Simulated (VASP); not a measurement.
Band structure of MnP2 (space group Pnnm). Method: PBEsol GGA, VASP's PBE PAW potentials (set 64) (plane waves; VASP).

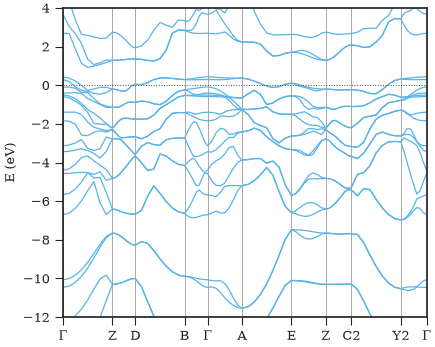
*Bands along high-symmetry lines, zero at the valence-band maximum or, without a gap, the Fermi level*

Q: Read the plot: is there a gap, and where are the band edges?

A: It has no gap at this level: it comes out as a metal or semimetal. (Edges off the drawn lines would not show.)

The structure comes from a computed database's MnP2 entry (P2/m); how it stands against other phases isn't given here. It was relaxed first, which changed the volume by -6 %. The relaxed cell has space group Pnnm. The run is not spin-polarised, so no magnetic state was tried.
